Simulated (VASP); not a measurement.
Shape and ions are relaxed at each volume.

Energy against volume of MgB2 (AlB2 type). These are PW91 GGA, VASP's PBE PAW potentials (set 64) (plane waves; VASP 6.6.1) values and carry that method's errors.

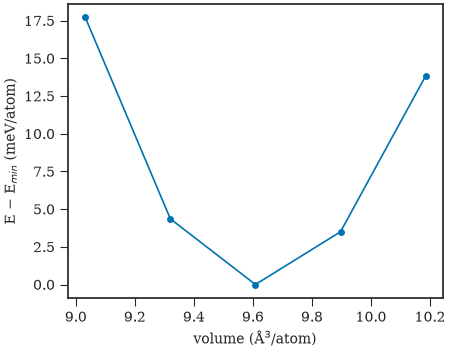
Figure: Energy against volume

Q: Estimate the equilibrium volume and the bulk modulus.

A: The minimum lies near 9.6 Å³/atom, and the curvature gives B0 of about 140 GPa.

The compound is MgB2 in the AlB2 type structure. It was relaxed first.
